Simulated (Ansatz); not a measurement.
**Run report: GeSiNH$_{6}$I, geometry relaxation (part 1 of 2)**

System: GeSiNH$_{6}$I, SMILES [NH2][GeH]([SiH3])[I].
Method: RKS PBE0/def2-mTZVP (Ansatz 0.2.0).

It belongs to a series of runs on one base structure; here: end point A relaxed. Figures and captions count atoms from 1; the log counts them from 0 in places.

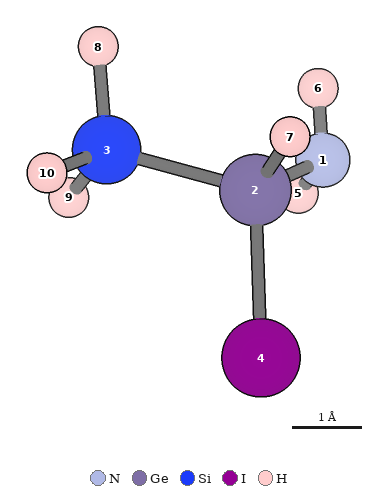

Fig. 1: The starting structure (ball-and-stick view, seen at a tilt; atoms are numbered from 1 in the order of the input). Sticks mark near contacts. Bond lengths as drawn: Ge–H 1.56 Å, Ge–I 2.48 Å, Ge–N 1.80 Å, Ge–Si 2.28 Å, H–N 1.03 to 1.07 Å and H–Si 1.49 to 1.52 Å.

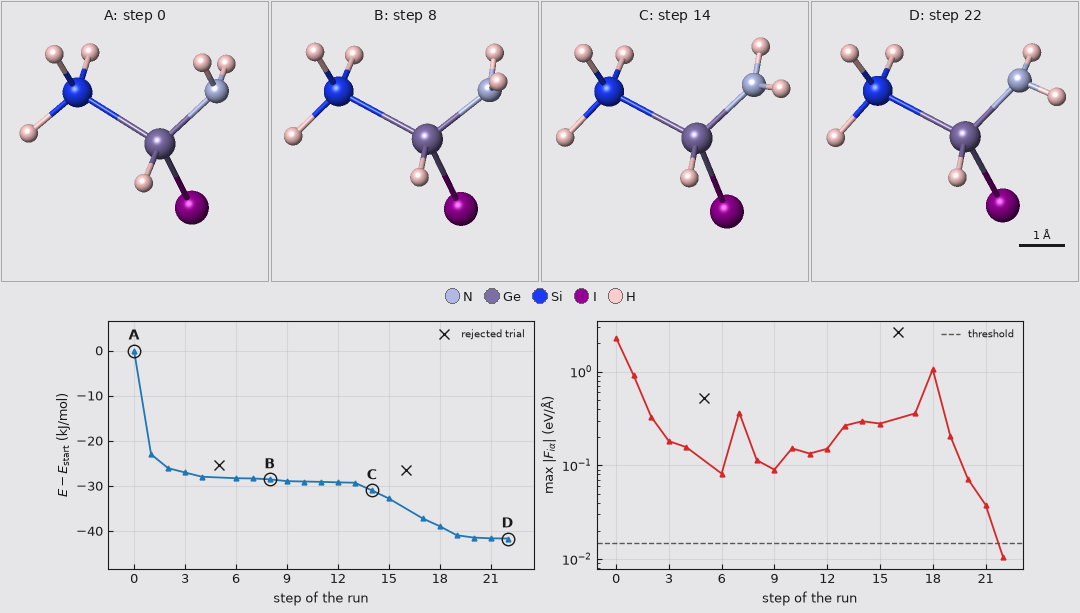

Fig. 2: Frames of the relaxation (ball-and-stick view, seen at a tilt) above the curves, on which the letters mark them (the first geometry is step 0 here and step 1 in the log).

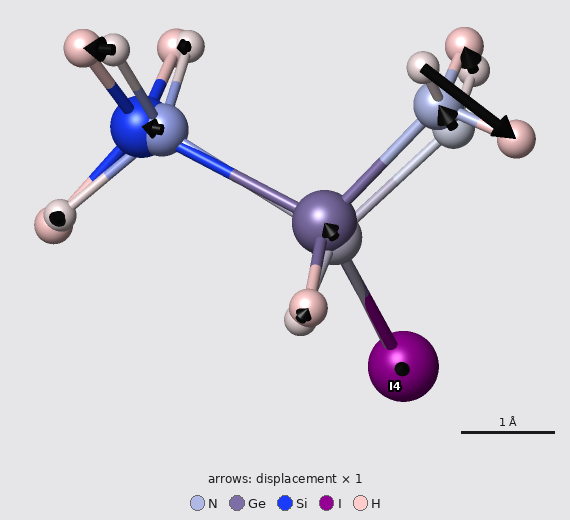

Fig. 3: Start (faint) and end (solid) with the displacements as black arrows, at true length (ball-and-stick view, seen at a tilt). The two geometries are laid on each other by the best rigid fit. The energy falls by 41.7 kJ/mol in 22 geometry steps. Largest force component: 2.3 eV/Å at the start, 0.01 eV/Å at the end. The line search rejected the trial steps at points 5, 16 (counted from 0) and went back. The largest move after the best rigid fit is that of H6, 1.28 Å. Largest moves by element: H 1.28 Å, N 0.33 Å, Si 0.24 Å, Ge 0.22 Å, I 0.14 Å. Distances before and after: Ge2–Si3 2.283 → 2.382 Å, Ge2–I4 2.483 → 2.575 Å, N1–H6 1.066 → 1.013 Å, Si3–H8 1.523 → 1.488 Å. Among the angles that change: Si3–Ge2–H7 108.7° → 116.6°, I4–Ge2–H7 109.8° → 104.7°, Ge2–N1–H5 110.4° → 114.9°. (Atoms are counted from 1 in the order of the input.)

The input and output of the run follow.

## Input file
```yaml
crystal:
  periodic: [false, false, false]
  atoms:
    - { symbol: "N", position_ang: [-1.4331, 1.1589, -0.4907] }
    - { symbol: Ge, position_ang: [-0.3944, -0.2771, -0.8197] }
    - { symbol: Si, position_ang: [1.2171, -0.3805, 0.7942] }
    - { symbol: I, position_ang: [-1.7154, -2.3782, -0.7449] }
    - { symbol: H, position_ang: [-1.8626, 1.0858, 0.4452] }
    - { symbol: H, position_ang: [-0.8562, 2.0558, -0.4853] }
    - { symbol: H, position_ang: [0.2989, -0.1372, -2.2094] }
    - { symbol: H, position_ang: [2.0979, 0.8618, 0.7598] }
    - { symbol: H, position_ang: [0.6204, -0.4921, 2.171] }
    - { symbol: H, position_ang: [2.1104, -1.5483, 0.5828] }
basis:
  gaussian: { orbitals: def2-mTZVP }
hamiltonian:
  xc: pbe0
relax:
  f_tol: 0.015
  max_steps: 40
```

Launched with:
```bash
ansatz run input.yaml --threads 2 --pin off --max-ram 3072MiB --backend cpu --events-out ev --progress --plain --runs-dir out
```

## What the program printed
```
The last accepted step is kept in [file] (removed where the run ends without a failure and the disk answers)
Engine: ansatz 0.2.0, x86_64-unknown-linux-gnu
Functional definition: PBE0
  parameter a = 0.25
  parameter kappa = 0.804
  parameter beta = 0.06672455060314922
  exchange = (1 - a)*pbe_x(kappa = kappa, mu = beta*pi^2/3) + a*exact_x
  correlation = pbe_c(beta = beta)
1292 factors; integrals over basis functions are off by at most 6.8e-4 eV
mean field evaluation 1: about -74065.7508 eV, gradient 5.8e1 eV
mean field evaluation 2: about -74051.2935 eV, gradient 9.3e1 eV
mean field evaluation 4: about -74071.7634 eV, gradient 4.6e0 eV
mean field evaluation 8: about -74071.8178 eV, gradient 8.1e-2 eV
mean field evaluation 16: about -74071.8178 eV, gradient 1.8e-5 eV
mean field -74071.81780905 eV, -2722.0890968012 hartree, gradient 1.8e-5 eV, S^2 0.000000; 0 other end points of the search recorded, 0 dependent functions left out
the calculation of the forces begins
reference -74071.81784272 eV, -2722.0890980386 hartree; 42, 42 occupied and 89, 89 virtual orbitals, 1292 factors
relax step   1: F+E_penalty+E_count = -74071.81780905 eV  Δ(F+E_penalty+E_count) = +0.000e0 eV  max|allowed force component| = 2.305e0 eV/Å  Δτ_max = 0.0000 Å  (26 SCF iters, accepted)
these checks for a lower state are left out or cut short: starts, cluster_reference, orbital_swaps, neighbouring_geometries, increment
1292 factors; integrals over basis functions are off by at most 6.8e-4 eV
mean field -74072.05599184 eV, -2722.0978498575 hartree, gradient 8.6e-6 eV, S^2 0.000000; 0 other end points of the search recorded, 0 dependent functions left out
[... from here on the field's lines of each further geometry are left out, up to the last ...]
relax step   2: F+E_penalty+E_count = -74072.05599184 eV  Δ(F+E_penalty+E_count) = -2.382e-1 eV  max|allowed force component| = 9.113e-1 eV/Å  Δτ_max = 0.1949 Å  (30 SCF iters, accepted)
relax step   3: F+E_penalty+E_count = -74072.08789072 eV  Δ(F+E_penalty+E_count) = -3.190e-2 eV  max|allowed force component| = 3.290e-1 eV/Å  Δτ_max = 0.0646 Å  (30 SCF iters, accepted)
relax step   4: F+E_penalty+E_count = -74072.09792768 eV  Δ(F+E_penalty+E_count) = -1.004e-2 eV  max|allowed force component| = 1.814e-1 eV/Å  Δτ_max = 0.0832 Å  (29 SCF iters, accepted)
relax step   5: F+E_penalty+E_count = -74072.10773347 eV  Δ(F+E_penalty+E_count) = -9.806e-3 eV  max|allowed force component| = 1.560e-1 eV/Å  Δτ_max = 0.2000 Å  (30 SCF iters, accepted)
relax step   6: F+E_penalty+E_count = -74072.08146360 eV  Δ(F+E_penalty+E_count) = +2.627e-2 eV  max|allowed force component| = 5.180e-1 eV/Å  Δτ_max = 0.1048 Å  (30 SCF iters, rejected (line search))
relax step   7: F+E_penalty+E_count = -74072.11109460 eV  Δ(F+E_penalty+E_count) = -3.361e-3 eV  max|allowed force component| = 8.166e-2 eV/Å  Δτ_max = 0.0524 Å  (29 SCF iters, accepted)
relax step   8: F+E_penalty+E_count = -74072.11160901 eV  Δ(F+E_penalty+E_count) = -5.144e-4 eV  max|allowed force component| = 3.657e-1 eV/Å  Δτ_max = 0.0997 Å  (30 SCF iters, accepted)
relax step   9: F+E_penalty+E_count = -74072.11370714 eV  Δ(F+E_penalty+E_count) = -2.098e-3 eV  max|allowed force component| = 1.134e-1 eV/Å  Δτ_max = 0.1004 Å  (30 SCF iters, accepted)
relax step  10: F+E_penalty+E_count = -74072.11775844 eV  Δ(F+E_penalty+E_count) = -4.051e-3 eV  max|allowed force component| = 8.985e-2 eV/Å  Δτ_max = 0.0529 Å  (29 SCF iters, accepted)
relax step  11: F+E_penalty+E_count = -74072.11868428 eV  Δ(F+E_penalty+E_count) = -9.258e-4 eV  max|allowed force component| = 1.517e-1 eV/Å  Δτ_max = 0.0500 Å  (29 SCF iters, accepted)
relax step  12: F+E_penalty+E_count = -74072.11941183 eV  Δ(F+E_penalty+E_count) = -7.276e-4 eV  max|allowed force component| = 1.336e-1 eV/Å  Δτ_max = 0.0275 Å  (30 SCF iters, accepted)
relax step  13: F+E_penalty+E_count = -74072.12059287 eV  Δ(F+E_penalty+E_count) = -1.181e-3 eV  max|allowed force component| = 1.500e-1 eV/Å  Δτ_max = 0.0584 Å  (30 SCF iters, accepted)
relax step  14: F+E_penalty+E_count = -74072.12141693 eV  Δ(F+E_penalty+E_count) = -8.241e-4 eV  max|allowed force component| = 2.653e-1 eV/Å  Δτ_max = 0.0612 Å  (30 SCF iters, accepted)
relax step  15: F+E_penalty+E_count = -74072.13892389 eV  Δ(F+E_penalty+E_count) = -1.751e-2 eV  max|allowed force component| = 2.955e-1 eV/Å  Δτ_max = 0.1336 Å  (29 SCF iters, accepted)
relax step  16: F+E_penalty+E_count = -74072.15757574 eV  Δ(F+E_penalty+E_count) = -1.865e-2 eV  max|allowed force component| = 2.788e-1 eV/Å  Δτ_max = 0.0351 Å  (30 SCF iters, accepted)
relax step  17: F+E_penalty+E_count = -74072.09127005 eV  Δ(F+E_penalty+E_count) = +6.631e-2 eV  max|allowed force component| = 2.661e0 eV/Å  Δτ_max = 0.1967 Å  (27 SCF iters, rejected (line search))
relax step  18: F+E_penalty+E_count = -74072.20347059 eV  Δ(F+E_penalty+E_count) = -4.589e-2 eV  max|allowed force component| = 3.580e-1 eV/Å  Δτ_max = 0.0983 Å  (29 SCF iters, accepted)
relax step  19: F+E_penalty+E_count = -74072.22135375 eV  Δ(F+E_penalty+E_count) = -1.788e-2 eV  max|allowed force component| = 1.059e0 eV/Å  Δτ_max = 0.0975 Å  (29 SCF iters, accepted)
relax step  20: F+E_penalty+E_count = -74072.24199844 eV  Δ(F+E_penalty+E_count) = -2.064e-2 eV  max|allowed force component| = 2.050e-1 eV/Å  Δτ_max = 0.1500 Å  (30 SCF iters, accepted)
relax step  21: F+E_penalty+E_count = -74072.24747722 eV  Δ(F+E_penalty+E_count) = -5.479e-3 eV  max|allowed force component| = 7.131e-2 eV/Å  Δτ_max = 0.0636 Å  (30 SCF iters, accepted)
relax step  22: F+E_penalty+E_count = -74072.24922198 eV  Δ(F+E_penalty+E_count) = -1.745e-3 eV  max|allowed force component| = 3.790e-2 eV/Å  Δτ_max = 0.0325 Å  (30 SCF iters, accepted)
the calculation of the forces begins
reference -74072.24965068 eV, -2722.1049666883 hartree; 42, 42 occupied and 89, 89 virtual orbitals, 1292 factors
relax step  23: F+E_penalty+E_count = -74072.24961618 eV  Δ(F+E_penalty+E_count) = -3.942e-4 eV  max|allowed force component| = 1.043e-2 eV/Å  Δτ_max = 0.0183 Å  (30 SCF iters, accepted)
1292 factors; integrals over basis functions are off by at most 8.5e-4 eV
mean field -74072.24961618 eV, -2722.1049654204 hartree, gradient 2.1e-5 eV, S^2 0.000000; 1 other end points of the search recorded, 0 dependent functions left out
the calculation of the forces begins
reference -74072.24965068 eV, -2722.1049666883 hartree; 42, 42 occupied and 89, 89 virtual orbitals, 1292 factors
Total energy: -74072.24965068 eV, -2722.1049666883 hartree
Atom 0 at    -1.219233     1.393906    -0.386715 Å, force     0.006747    -0.006223     0.007907 eV/Å
Atom 1 at    -0.245699    -0.112248    -0.760121 Å, force     0.005331     0.010428    -0.008122 eV/Å
Atom 2 at     1.389754    -0.484072     0.931372 Å, force    -0.002055     0.004654    -0.000329 eV/Å
Atom 3 at    -1.691106    -2.241778    -0.831856 Å, force    -0.001254    -0.007213     0.000761 eV/Å
Atom 4 at    -1.696045     1.383158     0.507191 Å, force    -0.002073     0.006166    -0.004851 eV/Å
Atom 5 at    -1.887068     1.652619    -1.103709 Å, force    -0.004774    -0.000460     0.003594 eV/Å
Atom 6 at     0.275467     0.053957    -2.197374 Å, force     0.002430    -0.000480     0.004934 eV/Å
Atom 7 at     2.345570     0.654861     0.983500 Å, force    -0.006857    -0.003418    -0.002191 eV/Å
Atom 8 at     0.692859    -0.611670     2.238117 Å, force    -0.000240     0.004047    -0.000774 eV/Å
Atom 9 at     2.118500    -1.739832     0.622595 Å, force     0.002744    -0.007501    -0.000928 eV/Å
Dipole moment:     0.068041     0.336399     0.104946 e Å
```

## Trajectory as extended XYZ (Å, eV, eV/Å), 23 frames, from step=1 to step=23
```
10
Properties=species:S:1:pos:R:3:forces:R:3 step=1 energy=-74071.81781
N    -1.4331    1.1589   -0.4907   -0.1699   2.3048   0.7692
Ge   -0.3944   -0.2771   -0.8197    0.7569  -0.1771  -1.0571
Si    1.2171   -0.3805    0.7942    1.3045  -0.0463   1.1900
I    -1.7154   -2.3782   -0.7449   -0.3666  -0.3450  -0.0296
H    -1.8626    1.0858    0.4452    0.1811   0.1475  -0.6659
H    -0.8562    2.0558   -0.4853   -1.0668  -1.5453  -0.0890
H     0.2989   -0.1372   -2.2094   -0.3673  -0.0062   0.1429
H     2.0979    0.8618    0.7598   -0.3883  -0.3368  -0.0340
H     0.6204   -0.4921    2.1710    0.0396   0.0682  -0.2641
H     2.1104   -1.5483    0.5828    0.0767  -0.0638   0.0377
10
Properties=species:S:1:pos:R:3:forces:R:3 step=2 energy=-74072.05599
N    -1.5083    1.1652   -0.5355    0.3613   0.9113   0.3574
Ge   -0.3144   -0.2103   -0.7900   -0.2096  -0.5324  -0.4922
Si    1.3492   -0.4552    0.8705    0.1535   0.2522   0.2202
I    -1.7775   -2.3112   -0.7618    0.1157   0.1133   0.0306
H    -1.9296    1.1199    0.3930   -0.0261  -0.0190  -0.2168
H    -1.0230    2.0786   -0.5835   -0.4357  -0.5831  -0.0784
H     0.2263   -0.0993   -2.2403   -0.0371   0.0627   0.2059
H     2.1424    0.8184    0.7888   -0.0019  -0.2082   0.1016
H     0.6844   -0.5280    2.2076    0.0887  -0.0143  -0.1283
H     2.2335   -1.6292    0.6542   -0.0089   0.0176   0.0000
10
Properties=species:S:1:pos:R:3:forces:R:3 step=3 energy=-74072.08789
N    -1.5136    1.1751   -0.5377    0.2486   0.3290   0.2137
Ge   -0.3321   -0.2255   -0.7978   -0.1015  -0.0735  -0.1238
Si    1.3598   -0.4515    0.8721    0.0319   0.1265   0.0579
I    -1.7724   -2.3276   -0.7534    0.0740   0.0869   0.0186
H    -1.9473    1.1436    0.3826   -0.0179  -0.0249  -0.1340
H    -1.0501    2.0864   -0.6147   -0.2024  -0.3188  -0.0717
H     0.2159   -0.0824   -2.2342   -0.0211   0.0104   0.0665
H     2.1840    0.7966    0.8331   -0.0235  -0.0875   0.0147
H     0.7006   -0.5380    2.2046    0.0231  -0.0282  -0.0362
H     2.2381   -1.6278    0.6484   -0.0112  -0.0199  -0.0057
10
Properties=species:S:1:pos:R:3:forces:R:3 step=4 energy=-74072.09793
N    -1.5217    1.1720   -0.5330    0.1814   0.0903   0.0861
Ge   -0.3311   -0.2214   -0.7967   -0.0292   0.1640   0.0540
Si    1.3658   -0.4541    0.8777   -0.0080   0.0204  -0.0284
I    -1.7467   -2.3174   -0.7354   -0.0327  -0.0795   0.0056
H    -1.9429    1.1679    0.3912   -0.0059  -0.0147  -0.0714
H    -1.1021    2.0894   -0.6796   -0.0910  -0.1568  -0.0362
H     0.2149   -0.0616   -2.2268    0.0016   0.0049  -0.0128
H     2.2067    0.7771    0.8584    0.0040  -0.0092   0.0089
H     0.7098   -0.5640    2.2069   -0.0106  -0.0077   0.0075
H     2.2302   -1.6390    0.6402   -0.0096  -0.0115  -0.0134
10
Properties=species:S:1:pos:R:3:forces:R:3 step=5 energy=-74072.10773
N    -1.5309    1.1663   -0.5129    0.0282   0.1560   0.0561
Ge   -0.3220   -0.1942   -0.7647    0.0079   0.0124  -0.0620
Si    1.3812   -0.4696    0.8903   -0.0367   0.0332   0.0254
I    -1.7031   -2.3244   -0.7268   -0.0099  -0.0723   0.0160
H    -1.9131    1.2509    0.4220    0.0273  -0.0332  -0.0452
H    -1.2303    2.0818   -0.8328   -0.0125  -0.1056  -0.0103
H     0.2215   -0.0333   -2.1975   -0.0150   0.0347   0.0114
H     2.2427    0.7471    0.9071   -0.0001  -0.0162   0.0043
H     0.7194   -0.6117    2.2144    0.0226  -0.0101   0.0071
H     2.2177   -1.6640    0.6039   -0.0118   0.0011  -0.0029
```
